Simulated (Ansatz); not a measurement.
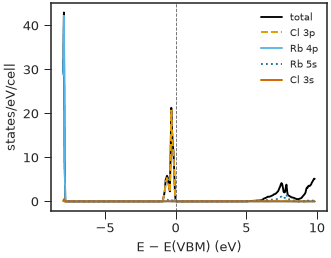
*Total and projected density of states of RbCl (rock salt, Fm-3m), plane-wave PAW PBEsol (Ansatz code)*

Q: Which orbitals carry the states next to the gap?

A: Top 1 eV of the valence band: Cl 3p 95 %. Bottom 1 eV of the conduction band: Rb 5s 77 %, Cl 3s 13 %. Projections are on Löwdin-orthogonalised atomic valence shells; empty p or d shells of many metals are not among them.

The PBEsol relaxation kept the symmetry of its start. Scalar-relativistic: spin–orbit coupling is off unless named, which matters more the heavier the elements.

Potentials: the later of the program's two PAW sets.
